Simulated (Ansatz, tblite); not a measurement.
# The cluster SiTe₂: a ladder of methods and basis sets

Aim: run the singlet of the cluster SiTe₂ at one geometry on many levels, and compare frontier levels, spin and run time.

Method: as each input shows; program: Ansatz 0.2.0, Gaussian basis.

Plan: GFN1-xTB, GFN2-xTB, PBE-D4/def2-TZVP, r2SCAN-D4/def2-TZVP, BLYP-D4/def2-TZVP, BHLYP-D4/def2-TZVP, LDA/def2-TZVP, CAM-B3LYP-D4/def2-TZVP, HF/def2-TZVP, PBE-D4/def2-SVP, PBE0-D4/def2-SVP, PBE0-D4/def2-TZVPD, PBE-D4/def2-TZVPD, r2SCAN-D4/def2-TZVPD, CCSD(T)/def2-TZVPP, MP2/def2-TZVP, RPA/def2-TZVP.

2 further runs of the same task are left out: 2 set aside as unsound or not needed.

## 1. The structure

The singlet was relaxed beforehand with r2SCAN-D4/def2-TZVP. At that level it is the lowest of the isomers that a small search found.

3 atoms, charge 0, spin multiplicity 1.

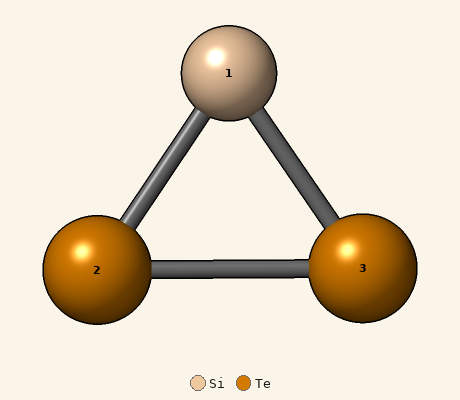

The structure; silicon light orange, tellurium orange; atoms are numbered from 1 in the order of the file.

Te takes a core potential in the def2 sets. No spin-orbit coupling is included.

PBE0-D4/def2-TZVP was run before; its log isn't repeated, and its numbers join the tables.

## 2. GFN1-xTB

Tight binding, by tblite at 300 K electronic temperature and without a spin-polarisation term:

```python
tblite.interface.Calculator('GFN1-xTB', numbers, positions, charge=0, uhf=0).singlepoint()
```

Energy -255.6410 eV, HOMO -8.96 eV, LUMO -6.84 eV; 0.002 s.

## 3. GFN2-xTB

Tight binding, by tblite at 300 K electronic temperature and without a spin-polarisation term:

```python
tblite.interface.Calculator('GFN2-xTB', numbers, positions, charge=0, uhf=0).singlepoint()
```

Energy -215.0202 eV, HOMO -7.71 eV, LUMO -6.16 eV; 0.003 s.

## 4. PBE-D4/def2-TZVP

start.molden holds the orbitals of an earlier run on this state, given as this run's starting guess.

File in.yaml:

```yaml
crystal:
  periodic: [false, false, false]
  atoms:
    - {symbol: Si, position_ang: [-0.509022, 1.246558, 0.278123]}
    - {symbol: Te, position_ang: [0.621909, -0.772256, 1.201054]}
    - {symbol: Te, position_ang: [-0.112886, -0.474303, -1.479177]}
basis:
  gaussian: {orbitals: def2-TZVP, initial_orbitals: start.molden}
hamiltonian: {xc: pbe, dispersion: d4}
scf: {omitted_lower_state_checks: [starts]}
output: {orbitals: {seedname: orbitals}}
```

Run with:

```bash
ansatz run in.yaml --threads 4 --pin off --events-out ev --progress --plain --max-ram 3916MiB
```

After this run come: r2SCAN-D4/def2-TZVP; BLYP-D4/def2-TZVP; BHLYP-D4/def2-TZVP; LDA/def2-TZVP; CAM-B3LYP-D4/def2-TZVP; HF/def2-TZVP; PBE-D4/def2-SVP; PBE0-D4/def2-SVP; PBE0-D4/def2-TZVPD; PBE-D4/def2-TZVPD; r2SCAN-D4/def2-TZVPD; CCSD(T)/def2-TZVPP; MP2/def2-TZVP; RPA/def2-TZVP.

Q: Predict the results of all the runs planned. Wanted: gap in def2-TZVP, named functionals and Hartree-Fock, smallest and largest; correlation energy, CCSD(T)/def2-TZVPP; correlation energy, MP2/def2-TZVP; binding an atom, CCSD(T)/def2-TZVPP; PBE0 total energy, smallest basis above largest.

The runs gave:

| quantity | value |
| --- | --- |
| gap in def2-TZVP, named functionals and Hartree-Fock, smallest and largest | 1.47 eV (LDA), 7.90 eV (HF) |
| correlation energy, CCSD(T)/def2-TZVPP | -27.29 eV |
| correlation energy, MP2/def2-TZVP | -27.64 eV |
| binding an atom, CCSD(T)/def2-TZVPP | 2.194 eV |
| PBE0 total energy, smallest basis above largest | 3.35 eV (def2-SVP, def2-TZVPD) |

What this shows: Orbital gaps of the named functionals and Hartree-Fock in def2-TZVP span 1.47 eV (LDA) to 7.90 eV (HF); exact exchange widens it. The functionals in def2-TZVP miss CCSD(T)/def2-TZVPP by -0.047 (BHLYP-D4) to +0.776 eV (LDA) an atom. CCSD(T)/def2-TZVPP isn't at the basis-set limit; small misses against it rank nothing.
